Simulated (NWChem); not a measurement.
**One shape, several levels: C4H4F2 (SMILES FC1(F)C=CC1)**

Aim: a comparison of 4 runs (HF/STO-3G, HF/3-21G, B3LYP/6-31G*) of C4H4F2. 

The calculation is run with NWChem 7.3.0.

**1. The system as given**

The species is C4H4F2 (10 atoms), meant as a singlet with charge 0. As SMILES, `FC1(F)C=CC1`. The coordinates come from a PBE0-D4/def2-TZVP relaxation.

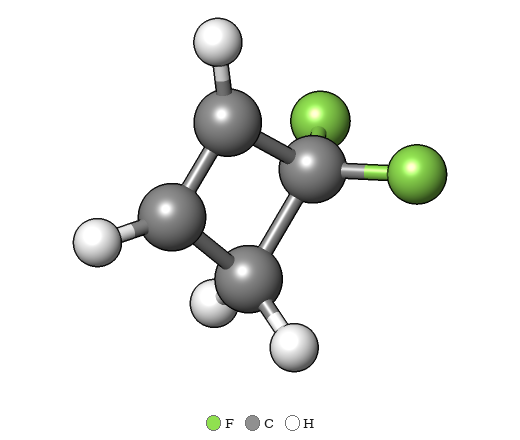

The structure, seen from a chosen angle (fluorine green, carbon grey, hydrogen white).

**2. Energy and forces at HF/STO-3G (run 1)**

The input, c4h4f2.nw:

```
echo
start c4h4f2
title "C4H4F2"
memory stack 880 mb heap 220 mb global 1100 mb
geometry noautosym nocenter noautoz
 F       -1.910600      -0.606500       0.292400
 C       -0.557400      -0.664200       0.268500
 F       -0.218200      -1.805400       0.914800
 C        0.088600      -0.447100      -1.069400
 C        0.711900       0.652300      -0.645700
 C        0.162900       0.610300       0.765400
 H        0.043200      -0.994600      -2.001200
 H        1.384300       1.350100      -1.128900
 H        0.888700       0.431400       1.560900
 H       -0.510200       1.422700       1.046000
end
basis spherical bse
 * library STO-3G
end
scf
 nopen 0
 rhf
 thresh 1e-08
 maxiter 80
end
task scf gradient
```

Run with:

```bash
$ nwchem c4h4f2.nw > c4h4f2.out
```

The program printed:

```text
[...]
  functions       =    34
[...]
  wavefunction    = RHF
[...]
         Total SCF energy =   -347.957689760647
      One-electron energy =   -955.690320563811
      Two-electron energy =    369.618643404358
 Nuclear repulsion energy =    238.113987398806
        Time for solution =      1.8s
[...]
                         RHF ENERGY GRADIENTS
    atom               coordinates                        gradient
                 x          y          z           x          y          z
   1 F      -3.610510  -1.146119   0.552556    0.028505  -0.003245  -0.000157
   2 C      -1.053333  -1.255156   0.507391    0.016822   0.017242  -0.012581
   3 F      -0.412338  -3.411711   1.728721   -0.009045   0.023367  -0.013972
   4 C       0.167430  -0.844896  -2.020873   -0.028611  -0.032963   0.014351
   5 C       1.345296   1.232668  -1.220196    0.002864   0.016993   0.024910
   6 C       0.307836   1.153300   1.446396   -0.008944  -0.018935  -0.011897
   7 H       0.081636  -1.879521  -3.781720   -0.000263  -0.001286  -0.001795
   8 H       2.615948   2.551319  -2.133312   -0.000301  -0.001101  -0.001289
   9 H       1.679399   0.815228   2.949673    0.001825  -0.001705   0.002062
  10 H      -0.964138   2.688513   1.976653   -0.002852   0.001633   0.000368
[...]
```

Wall time 2.6 s (1 thread of Intel Xeon 6975P-C (Granite Rapids), shared host); peak memory 0.096 GiB.

**3. Energy and forces at HF/3-21G (run 2)**

The input, mymol.nw:

```
start mymol
memory 2200 mb
charge 0
geometry noautosym nocenter noautoz
  F       -1.910600      -0.606500       0.292400
  C       -0.557400      -0.664200       0.268500
  F       -0.218200      -1.805400       0.914800
  C        0.088600      -0.447100      -1.069400
  C        0.711900       0.652300      -0.645700
  C        0.162900       0.610300       0.765400
  H        0.043200      -0.994600      -2.001200
  H        1.384300       1.350100      -1.128900
  H        0.888700       0.431400       1.560900
  H       -0.510200       1.422700       1.046000
end
basis spherical bse
  F library 3-21G
  C library 3-21G
  H library 3-21G
end
scf
  thresh 1e-08
  maxiter 80
  print low
end
task scf gradient
```

Run with:

```bash
$ nwchem mymol.nw > mymol.out
```

The program printed:

```text
[...]
  functions       =    62
[...]
  wavefunction    = RHF
[...]
         Total SCF energy =   -350.682543749458
      One-electron energy =   -955.644589827207
      Two-electron energy =    366.848058678943
 Nuclear repulsion energy =    238.113987398806
        Time for solution =      1.9s
[...]
                         RHF ENERGY GRADIENTS
    atom               coordinates                        gradient
                 x          y          z           x          y          z
   1 F      -3.610510  -1.146119   0.552556    0.014197  -0.001337  -0.000250
   2 C      -1.053333  -1.255156   0.507391    0.002528   0.002011  -0.003043
   3 F      -0.412338  -3.411711   1.728721   -0.004183   0.011695  -0.007016
   4 C       0.167430  -0.844896  -2.020873   -0.007444  -0.003401   0.013761
   5 C       1.345296   1.232668  -1.220196   -0.013538  -0.006163   0.024891
   6 C       0.307836   1.153300   1.446396    0.001005  -0.010895  -0.023526
   7 H       0.081636  -1.879521  -3.781720   -0.001117  -0.007254  -0.010975
   8 H       2.615948   2.551319  -2.133312    0.007773   0.008119  -0.005473
   9 H       1.679399   0.815228   2.949673    0.004841   0.000448   0.007445
  10 H      -0.964138   2.688513   1.976653   -0.004063   0.006776   0.004187
[...]
```

Wall time 2.8 s (1 thread of Intel Xeon 6975P-C (Granite Rapids), shared host); peak memory 0.099 GiB.

Run 3 isn't shown in full; the table further down has it.

**4. Energy and forces at B3LYP/6-31G(d) (spherical functions) (run 4)**

The input, run.nw:

```
start run
title "C4H4F2"
memory 2200 mb
geometry noautosym nocenter noautoz
 F     -1.910600    -0.606500     0.292400
 C     -0.557400    -0.664200     0.268500
 F     -0.218200    -1.805400     0.914800
 C      0.088600    -0.447100    -1.069400
 C      0.711900     0.652300    -0.645700
 C      0.162900     0.610300     0.765400
 H      0.043200    -0.994600    -2.001200
 H      1.384300     1.350100    -1.128900
 H      0.888700     0.431400     1.560900
 H     -0.510200     1.422700     1.046000
end
basis spherical bse
 * library 6-31G*
end
dft
 xc b3lyp
 grid fine
 convergence energy 1e-08
 iterations 100
 mulliken
end
task dft gradient
```

Run with:

```bash
$ nwchem run.nw > run.out
```

The program printed:

```text
[...]
          Wavefunction type:  closed shell.
          No. of atoms     :    10
          No. of electrons :    46
[...]
          Charge           :     0
          Spin multiplicity:     1
[...]
          AO basis - number of functions:    92
[...]
              XC Information
              --------------
                         B3LYP Method XC Potential
                     Hartree-Fock (Exact) Exchange  0.200
                        Slater Exchange Functional  0.800 local
                    Becke 1988 Exchange Functional  0.720 non-local
              Lee-Yang-Parr Correlation Functional  0.810
                  VWN I RPA Correlation Functional  0.190 local
[...]
 d= 0,ls=0.0,diis     1   -354.3224878504 -5.92D+02  1.39D-02  1.09D+00     1.8
[...]
 d= 0,ls=0.0,diis    10   -354.4445456760 -2.31D-09  3.55D-07  2.35D-09    14.4
         Total DFT energy =     -354.444545675993
      One electron energy =     -959.316913893385
           Coulomb energy =      410.960814127761
    Exchange-Corr. energy =      -44.202433309176
 Nuclear repulsion energy =      238.113987398806
[...]
  wavefunction    = closed shell
[...]
```

It took 18 s on 1 thread of Intel Xeon 6975P-C (Granite Rapids), shared host; peak memory 0.12 GiB.

**5. The series**

```tsv
run	level	Cartesian functions	iteration cap	energy (Eh)	largest force (eV/Å)	wall time
1	HF/STO-3G	no	80	-347.957690	2.363	2.6 s
2	HF/3-21G	no	80	-350.682544	1.491	2.8 s
3	B3LYP/6-31G* (Cartesian functions)	yes	100	-354.449110	0.528	19 s
4	B3LYP/6-31G* (spherical functions)	no	100	-354.444546	0.515	18 s
```

**6. Outcome**

| quantity | value |
| --- | --- |
| run 4: total energy | -354.44455 Eh |
| run 4: dipole moment | 2.24 D |
| run 4: HOMO energy | -7.61 eV |
| run 4: LUMO energy | -0.21 eV |
| run 4: HOMO–LUMO gap | 7.40 eV |
| run 4: largest force on an atom | 0.515 eV/Å |

In run 1 the basis is minimal, so the values are rough. All runs together took 43 s, the longest 19 s.
